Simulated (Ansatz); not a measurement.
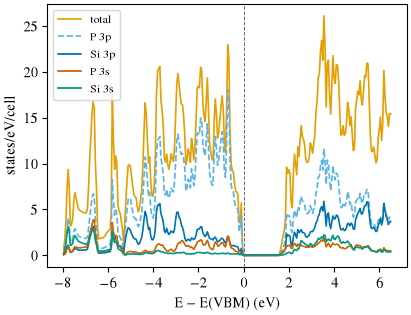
Fig. 1. Total and projected density of states of SiP2 in space group Pbam (No. 55; Pearson symbol oP24), r²SCAN (plane waves, PAW; program Ansatz)

Which orbitals carry the states next to the gap?

Top 1 eV of the valence band: P 3p 77 %, Si 3p 11 %, P 3s 8 %. Bottom 1 eV of the conduction band: P 3p 46 %, Si 3p 22 %, P 3s 12 %, Si 3s 5 %, outside the projected shells 15 %. Projections are on Löwdin-orthogonalised atomic valence shells; empty p or d shells of many metals are not among them.

Where is the tallest occupied peak in this window, and what makes it?

Near -0.7 eV, about 23 states/eV per cell; the largest projected share is P 3p.

The workflow started from a Materials Project entry (that database holds measured and hypothetical structures alike); the Crystallography Open Database copy checked does not list it. COD files the formula under space group No. 205. Whether it is the stable phase at ambient conditions was not checked. The cell was relaxed with r²SCAN under the symmetry of its start; its stability against distortions is not shown here. A crystal of weakly bound layers computed without a dispersion correction: the cell and the soft elastic constants depend strongly on that.

Potentials: the later of the program's two PAW sets.
